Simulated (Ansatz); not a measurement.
# H2N2Si: relaxing the atoms, harmonic vibrations and batch in weak fields

Aim: for H2N2Si, 3 runs in a chain (relaxing the atoms, harmonic vibrations and batch in weak fields).

Program: Ansatz 0.2.0. Level of theory: CCSD(T) on Hartree-Fock, Gaussian basis aug-cc-pVTZ. These are calculated values, not measurements.

### 1 The structure to begin with

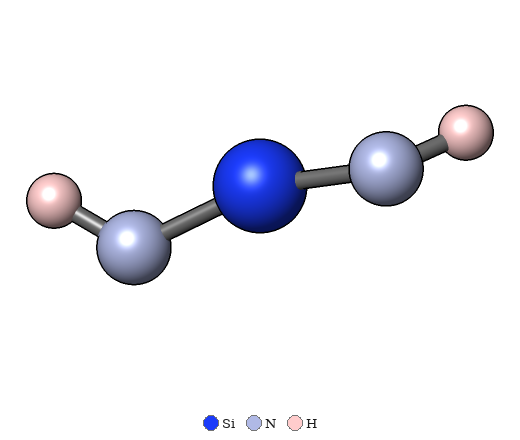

The starting structure, seen from a chosen angle (silicon blue, nitrogen light blue, hydrogen pink).

As a file:

```xyz
5

Si    0.1734    0.2128   -0.0067
N     0.0033   -0.0355    1.5502
N    -0.0216    0.0309   -1.5699
H     0.7459    0.0144    2.2316
H    -0.0838    0.7831   -2.2395
```

### 2 Relaxing the atoms: H2N2Si

The input, input.yaml:

```yaml
relax:
  f_tol: 0.001
  max_steps: 200
crystal:
  periodic: [false, false, false]
  atoms:
    - { symbol: Si, position_ang: [0.173414, 0.212844, -0.006717] }
    - { symbol: "N", position_ang: [0.003339, -0.035528, 1.550184] }
    - { symbol: "N", position_ang: [-0.02156, 0.030888, -1.569873] }
    - { symbol: H, position_ang: [0.745854, 0.014415, 2.231558] }
    - { symbol: H, position_ang: [-0.083804, 0.783084, -2.239522] }
basis:
  gaussian: { orbitals: aug-cc-pVTZ }
hamiltonian:
  xc: hf
correlation:
  method: ccsd_t
```

Command:

```bash
$ ansatz run input.yaml --threads 8 --pin off --max-ram 16384MiB --backend cpu --events-out ev --progress --plain --runs-dir out
```

The log of the run (excerpt; [...] marks lines left out):

```text
Warning: RAYON_NUM_THREADS=8 ignored (pool sized by the plan → 8); use --threads N
[...]
Functional definition: HF
[...]
1283 factors; integrals over basis functions are off by at most 3.6e-4 eV
[...]
mean field -10856.65510977 eV, -398.9747163790 hartree, gradient 1.2e-6 eV, S^2 0.000000; 0 other end points of the search recorded, 0 dependent functions left out
7 core orbitals not correlated: weight in the atoms' cores, before any rotation towards them, 1.000 or more for the frozen orbitals, at most 0.000 for the correlated occupied ones
reference -10856.65510977 eV, -398.9747163790 hartree; 8, 8 occupied and 173, 173 virtual orbitals, 1283 factors
second order -14.82818654 eV of doubles, -0.00000000 eV of singles
cycle   1  -14.30540698 eV  change    5.2e-1 eV  update   1.2e-1
[...]
perturbative correction -0.83871342 eV, -0.0308221498 hartree
[...]
relax step   1: F+E_penalty+E_count = -10872.37570566 eV  Δ(F+E_penalty+E_count) = +0.000e0 eV  max|allowed force component| = 3.191e-1 eV/Å  Δτ_max = 0.0000 Å  (62 SCF iters, accepted)
[...]
relax step   7: F+E_penalty+E_count = -10872.37919512 eV  Δ(F+E_penalty+E_count) = -5.583e-7 eV  max|allowed force component| = 1.072e-3 eV/Å  Δτ_max = 0.0008 Å  (32 SCF iters, accepted)
[...]
relax step   8: F+E_penalty+E_count = -10872.37919555 eV  Δ(F+E_penalty+E_count) = -4.338e-7 eV  max|allowed force component| = 1.976e-4 eV/Å  Δτ_max = 0.0004 Å  (26 SCF iters, accepted)
1283 factors; integrals over basis functions are off by at most 3.5e-4 eV
mean field -10856.61479791 eV, -398.9732349455 hartree, gradient 6.6e-6 eV, S^2 0.000000; 1 other end points of the search recorded, 0 dependent functions left out
7 core orbitals not correlated: weight in the atoms' cores, before any rotation towards them, 1.000 or more for the frozen orbitals, at most 0.000 for the correlated occupied ones
reference -10856.61479791 eV, -398.9732349455 hartree; 8, 8 occupied and 173, 173 virtual orbitals, 1283 factors
second order -14.87328742 eV of doubles, -0.00000000 eV of singles
[...]
cycle  14  -14.91458071 eV  change   -2.3e-6 eV  update   2.0e-6
[...]
perturbative correction -0.84981691 eV, -0.0312301955 hartree
[...]
Total energy: -10872.37919553 eV, -399.5525658726 hartree
Atom 0 at     0.175925     0.215853    -0.006661 Å, force    -0.000052    -0.000077     0.000027 eV/Å
Atom 1 at     0.000503    -0.043240     1.557638 Å, force    -0.000162    -0.000001    -0.000198 eV/Å
Atom 2 at    -0.028576     0.026988    -1.577471 Å, force     0.000018    -0.000157     0.000178 eV/Å
Atom 3 at     0.748707     0.019375     2.234799 Å, force     0.000188     0.000040     0.000149 eV/Å
Atom 4 at    -0.079317     0.786727    -2.242676 Å, force     0.000007     0.000195    -0.000157 eV/Å
Dipole moment:     0.282754     0.333387     0.004846 e Å
```

It took 4.3 min on 8 threads of Intel Xeon 6975P-C (Granite Rapids), shared host; peak memory 5.2 GiB.

The steps of the relaxation:

```
step  energy from step 1 (eV)  largest force component (eV/Å)
   1                   0.0000                          0.3191
   2                  -0.0024                          0.1579
   3                  -0.0031                          0.0339
   4                  -0.0033                          0.0326
   5                  -0.0035                          0.0067
   6                  -0.0035                          0.0045
   7                  -0.0035                          0.0011
   8                  -0.0035                          0.0002
```

Step 1 is the start.

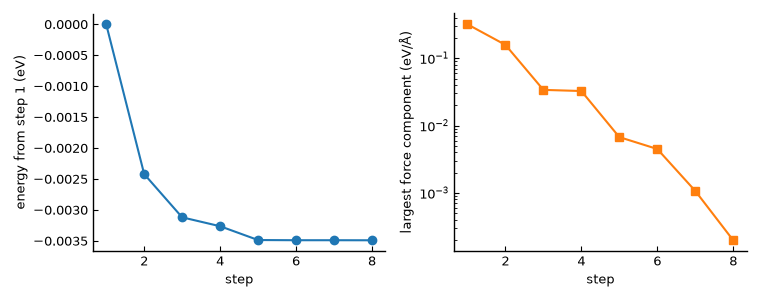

Energy and largest force along the relaxation.

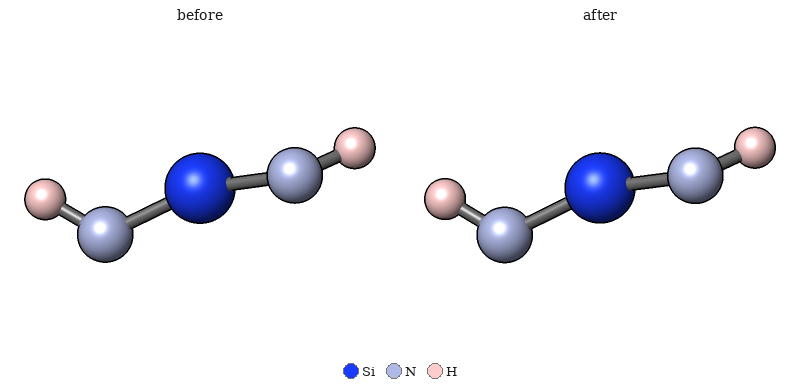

Before and after, at one scale. The change is too small to see at this scale.

Before: Bond lengths: Si1–N2 1.586 Å, Si1–N3 1.586 Å, N2–H4 1.009 Å, N3–H5 1.009 Å. Angles: Si1–N2–H4 125.2°, N2–Si1–N3 159.5°, Si1–N3–H5 125.2°.

After: Bond lengths: Si1–N2 1.595 Å, Si1–N3 1.595 Å, N2–H4 1.011 Å, N3–H5 1.011 Å. Angles: Si1–N2–H4 124.4°, N2–Si1–N3 158.8°, Si1–N3–H5 124.4°.

### 3 Harmonic vibrations

It takes the final geometry of step 2.

The input, input.yaml:

```yaml
crystal:
  periodic: [false, false, false]
  atoms:
    - { symbol: Si, position_ang: [0.17592467, 0.21585264, -0.0066609] }
    - { symbol: "N", position_ang: [0.0005032, -0.04324006, 1.55763806] }
    - { symbol: "N", position_ang: [-0.02857551, 0.02698771, -1.5774705] }
    - { symbol: H, position_ang: [0.74870715, 0.01937535, 2.23479895] }
    - { symbol: H, position_ang: [-0.07931651, 0.78672737, -2.24267561] }
basis:
  gaussian: { orbitals: aug-cc-pVTZ }
hamiltonian:
  xc: hf
correlation:
  method: ccsd_t
phonons: {}
```

Command:

```bash
$ ansatz run input.yaml --threads 8 --pin off --max-ram 16384MiB --backend cpu --events-out ev --progress --plain --runs-dir out
```

The log of the run (excerpt; [...] marks lines left out):

```text
Warning: RAYON_NUM_THREADS=8 ignored (pool sized by the plan → 8); use --threads N
[...]
[... 1 set-up line as earlier in the session ...]
[...]
1283 factors; integrals over basis functions are off by at most 2.7e-4 eV
[...]
mean field -10856.61479799 eV, -398.9732349485 hartree, gradient 1.5e-6 eV, S^2 0.000000; 0 other end points of the search recorded, 0 dependent functions left out
7 core orbitals not correlated: weight in the atoms' cores, before any rotation towards them, 1.000 or more for the frozen orbitals, at most 0.000 for the correlated occupied ones
reference -10856.61479799 eV, -398.9732349485 hartree; 8, 8 occupied and 173, 173 virtual orbitals, 1283 factors
second order -14.87328739 eV of doubles, -0.00000000 eV of singles
cycle   1  -14.32566048 eV  change    5.5e-1 eV  update   1.3e-1
[...]
perturbative correction -0.84981692 eV, -0.0312301957 hartree
[...]
7 core orbitals not correlated: weight in the atoms' cores, before any rotation towards them, 1.000 or more for the frozen orbitals, at most 0.000 for the correlated occupied ones
reference -10856.61611630 eV, -398.9732833953 hartree; 8, 8 occupied and 173, 173 virtual orbitals, 1283 factors
second order -14.87190065 eV of doubles, -0.00000000 eV of singles
[...]
perturbative correction -0.84947820 eV, -0.0312177480 hartree
[...]
1283 factors; integrals over basis functions are off by at most 2.7e-4 eV
mean field -10856.61345641 eV, -398.9731856461 hartree, gradient 2.5e-6 eV, S^2 0.000000; 0 other end points of the search recorded, 0 dependent functions left out
7 core orbitals not correlated: weight in the atoms' cores, before any rotation towards them, 1.000 or more for the frozen orbitals, at most 0.000 for the correlated occupied ones
reference -10856.61345641 eV, -398.9731856461 hartree; 8, 8 occupied and 173, 173 virtual orbitals, 1283 factors
second order -14.87468871 eV of doubles, -0.00000000 eV of singles
[...]
cycle   9  -14.91559821 eV  change   -7.8e-5 eV  update   1.4e-4
```

### 4 The output, continued

Output, continued (excerpt; [...] marks lines left out):

```text
cycle  10  -14.91552586 eV  change    7.2e-5 eV  update   6.0e-5
[...]
perturbative correction -0.85015904 eV, -0.0312427683 hartree
[...]
1283 factors; integrals over basis functions are off by at most 2.7e-4 eV
mean field -10856.61148365 eV, -398.9731131487 hartree, gradient 6.8e-6 eV, S^2 0.000000; 0 other end points of the search recorded, 0 dependent functions left out
7 core orbitals not correlated: weight in the atoms' cores, before any rotation towards them, 1.000 or more for the frozen orbitals, at most 0.000 for the correlated occupied ones
reference -10856.61148365 eV, -398.9731131487 hartree; 8, 8 occupied and 173, 173 virtual orbitals, 1283 factors
second order -14.87647310 eV of doubles, -0.00000000 eV of singles
[...]
perturbative correction -0.85071345 eV, -0.0312631428 hartree
[...]
1283 factors; integrals over basis functions are off by at most 2.7e-4 eV
[...]
reference -10856.61580421 eV, -398.9732719261 hartree; 8, 8 occupied and 173, 173 virtual orbitals, 1283 factors
second order -14.87216450 eV of doubles, -0.00000000 eV of singles
[...]
cycle  14  -14.91369455 eV  change   -2.1e-6 eV  update   2.0e-6
[...]
perturbative correction -0.84962592 eV, -0.0312231767 hartree
[...]
Total energy: -10872.37919555 eV, -399.5525658730 hartree
Atom 0 at     0.175925     0.215853    -0.006661 Å, force    -0.000060    -0.000071    -0.000001 eV/Å
Atom 1 at     0.000503    -0.043240     1.557638 Å, force    -0.000159    -0.000002    -0.000189 eV/Å
Atom 2 at    -0.028576     0.026988    -1.577470 Å, force     0.000021    -0.000160     0.000186 eV/Å
Atom 3 at     0.748707     0.019375     2.234799 Å, force     0.000189     0.000038     0.000154 eV/Å
Atom 4 at    -0.079317     0.786727    -2.242676 Å, force     0.000009     0.000195    -0.000151 eV/Å
Dipole moment:     0.282755     0.333386     0.004846 e Å
Vibrations: 204.44 319.69 407.46 517.42 595.16 933.51 1298.35 3626.74 3627.00 cm⁻¹, zero-point energy 0.714755 eV
```

It took 8.1 min on 8 threads of Intel Xeon 6975P-C (Granite Rapids), shared host; peak memory 5.2 GiB.

Harmonic frequencies from the force constants, with rigid motions projected out (i: imaginary):

| mode | cm⁻¹ |
| --- | --- |
| 1 | 205 |
| 2 | 320 |
| 3 | 408 |
| 4 | 518 |
| 5 | 595 |
| 6 | 934 |
| 7 | 1300 |
| 8 | 3627 |
| 9 | 3627 |

### 5 Batch in weak fields

It takes final geometries of earlier steps.

input.yaml: that of step 3 with these lines changed.

```diff
@@ -1 +1,12 @@
+hamiltonian:
+  xc: hf
+correlation:
+  method: ccsd_t
+batch:
+  members: [f0p.yaml, f0m.yaml, f1p.yaml, f1m.yaml, f2p.yaml, f2m.yaml]
+output:
+  forces: true
+scf:
+  lower_state_search: "off"
+# f0m.yaml, one of 6 members:
 crystal:
@@ -9,7 +20,6 @@
 basis:
-  gaussian: { orbitals: aug-cc-pVTZ }
-hamiltonian:
-  xc: hf
-correlation:
-  method: ccsd_t
-phonons: {}
+  gaussian:
+    orbitals: aug-cc-pVTZ
+    point_charges:
+      - { charge: 2.500062, position_ang: [60.163449, 0.201141, -0.006874] }
+      - { charge: -2.500062, position_ang: [-59.836551, 0.201141, -0.006874] }
```

The log of the run (excerpt; [...] marks lines left out):

```text
Warning: RAYON_NUM_THREADS=8 ignored (pool sized by the plan → 8); use --threads N
[...]
[... 1 set-up line as earlier in the session ...]
[...]
Member 3: Total energy: -10872.37261031 eV, -399.5523238702 hartree
Member 3: Atom 0 at     0.175925     0.215853    -0.006661 Å, force     0.000568    -0.011506     0.002025 eV/Å
Member 3: Atom 1 at     0.000503    -0.043240     1.557638 Å, force    -0.000459     0.010594     0.001012 eV/Å
Member 3: Atom 2 at    -0.028576     0.026988    -1.577470 Å, force    -0.000608     0.008274    -0.002923 eV/Å
Member 3: Atom 3 at     0.748707     0.019375     2.234799 Å, force     0.000433    -0.004572     0.000741 eV/Å
Member 3: Atom 4 at    -0.079317     0.786727    -2.242676 Å, force     0.000065    -0.002792    -0.000864 eV/Å
Member 3: Dipole moment:     0.282672     0.325592     0.004966 e Å
[...]
Member 5: Atom 4 at    -0.079317     0.786727    -2.242676 Å, force     0.000563    -0.000044    -0.006713 eV/Å
Member 5: Dipole moment:     0.282711     0.333505    -0.008949 e Å
Member 5: Checks for a lower state left out: starts, cluster_reference, orbital_swaps, neighbouring_geometries, increment
Member 2: Total energy: -10872.38592505 eV, -399.5528131776 hartree
Member 2: Atom 0 at     0.175925     0.215853    -0.006661 Å, force    -0.000652     0.011403    -0.001996 eV/Å
Member 2: Atom 1 at     0.000503    -0.043240     1.557638 Å, force     0.000102    -0.010625    -0.001325 eV/Å
Member 2: Atom 2 at    -0.028576     0.026988    -1.577470 Å, force     0.000640    -0.008641     0.003234 eV/Å
Member 2: Atom 3 at     0.748707     0.019375     2.234799 Å, force    -0.000035     0.004651    -0.000422 eV/Å
Member 2: Atom 4 at    -0.079317     0.786727    -2.242676 Å, force    -0.000054     0.003214     0.000518 eV/Å
Member 2: Dipole moment:     0.282835     0.341177     0.004727 e Å
Member 2: Checks for a lower state left out: starts, cluster_reference, orbital_swaps, neighbouring_geometries, increment
```

Run time: 5.8 min. Hardware: 8 threads of Intel Xeon 6975P-C (Granite Rapids), shared host; peak memory 11 GiB.

### 6 The runs side by side

| step | energy above the lowest (eV) | charge | 2S+1 typed | ⟨S²⟩ | dipole (D) | time |
| --- | --- | --- | --- | --- | --- | --- |
| 2 | 0.000 | 0 | 1 | 0.00 | 2.10 | 4.3 min |
| 3 | 0.000 | 0 | 1 | 0.00 | 2.10 | 8.1 min |

```
                     quantity             value
harmonic frequencies (step 3)  205 to 3627 cm⁻¹
   zero-point energy (step 3)          0.715 eV
 mean polarisability (step 5)           7.04 Å³
```

In words: In step 3 all modes are real: a minimum.
